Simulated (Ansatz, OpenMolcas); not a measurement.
**How basis sets differ on BH3O3 (boric acid)**

BH3O3: 7 atoms, total charge 0, spin state singlet. SMILES: `OB(O)O`. Geometry: relaxed at PBE0-D4/def2-TZVP. This is a higher conformer, about 20 kJ/mol above the lowest found by a separate search.

Quantity: the dipole moment, in D. The values are calculated.

```tsv
level	kind	program	value (D)	CPU time
HF/STO-3G	Hartree–Fock	OpenMolcas	2.67	1.9 s
HF/3-21G	Hartree–Fock	OpenMolcas	3.94	2.1 s
HF/ANO-S-VDZ	Hartree–Fock	OpenMolcas	4.16	1.8 s
HF/def2-SVP	Hartree–Fock	Ansatz	3.38	1.9 s
HF/def2-SVPD	Hartree–Fock	OpenMolcas	3.21	18 s
```

The values span 2.67 to 4.16 D. Sets without polarisation functions give poor dipoles. CPU times are rough (shared hosts, several kinds of processor): they show what a rung costs within a factor of a few.

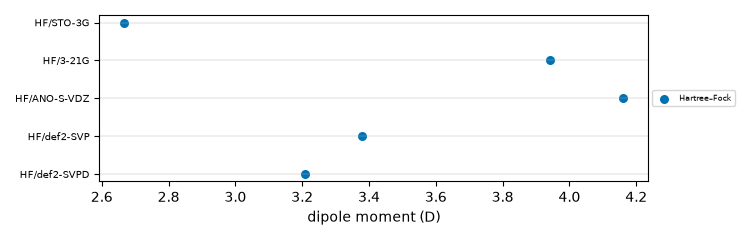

The values of the table, level by level.
